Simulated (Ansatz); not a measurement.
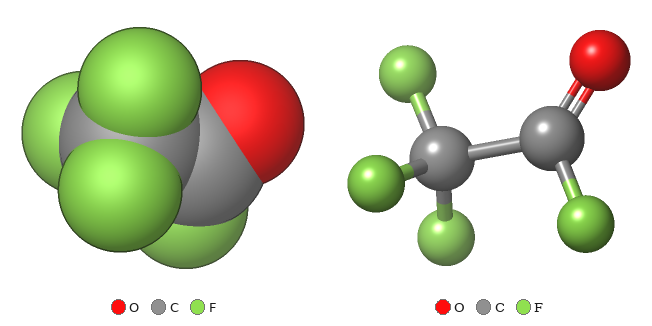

Both panels show the same species.

The geometry was computed by an optimisation with PBE0-D4/def2-TZVP.

> Which formula does it have?

C₂F₄O, 7 atoms: 2 carbon, 4 fluorine and 1 oxygen.

> Describe its rings.

It has no ring.

> How many sets of symmetry-equivalent atoms are there?

6: 1 O, 1 C, 1 F, 1 C, 2 F, 1 F.

The parts below concern this one geometry. Atoms keep their numbers from picture to picture.

## Shape

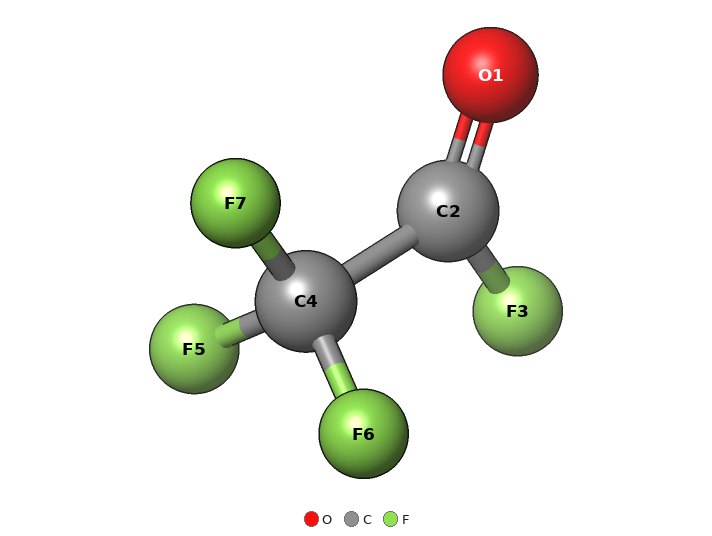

Atoms carry their numbers in the input.

Estimate the angles O1–C2–F3, O1–C2–C4, F3–C2–C4, C2–C4–F5, C2–C4–F7, F5–C4–F6, F5–C4–F7.

| angle | degrees |
| --- | --- |
| O1–C2–F3 | 124.0 |
| O1–C2–C4 | 126.4 |
| F3–C2–C4 | 109.5 |
| C2–C4–F5 | 109.8 |
| C2–C4–F7 | 110.2 |
| F5–C4–F6 | 108.7 |
| F5–C4–F7 | 109.1 |

## Vibrations

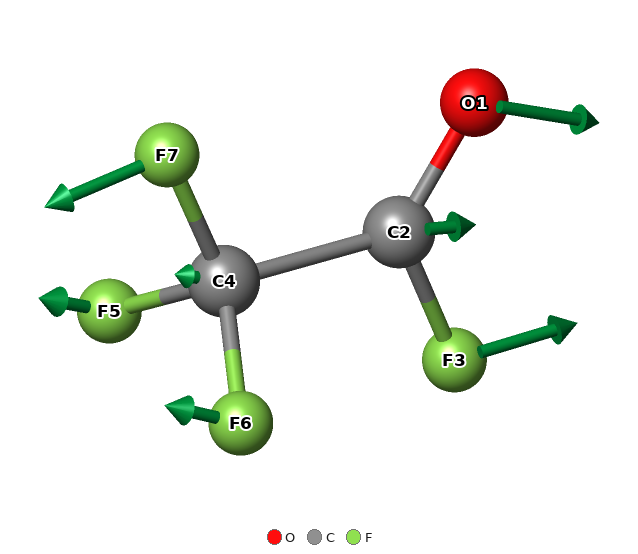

The arrows show one normal mode. Harmonic vibrations computed with RKS PBE0-D4/def2-TZVP (Ansatz 0.2.0) at a stationary point of the same level.

> Estimate its harmonic wavenumber.

386 cm⁻¹; it is mode 4 of 15 counted from the lowest.

## Dipole moment

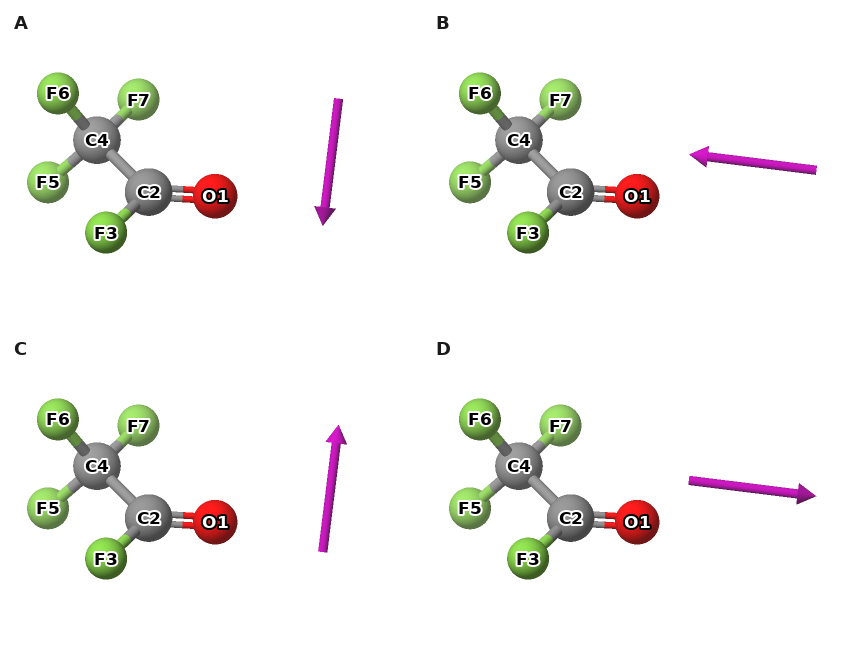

The same molecule four times, each with an arrow. Properties computed with RKS PBE0-D4/def2-TZVP (Ansatz 0.2.0).

> Which arrow points along the dipole moment, from the negative to the positive end?

B. The dipole moment is 0.74 D; it points from the side of O1 to the side of F5, F6 (the outermost atoms at the two ends).

## Charges

The questions are on Mulliken charges. Method: RKS PBE0-D4/def2-TZVP (Ansatz 0.2.0).

> Which atom carries the highest charge (most positive or least negative)?

C4 (0.43 e).

> And the lowest?

O1 (−0.18 e).

List the Mulliken charges.

```csv
atom,value (e)
O1,−0.18
C2,0.26
F3,−0.13
C4,0.43
F5,−0.14
F6,−0.14
F7,−0.12
```

Mulliken values depend strongly on the basis set and can even reverse the polarity of a bond.
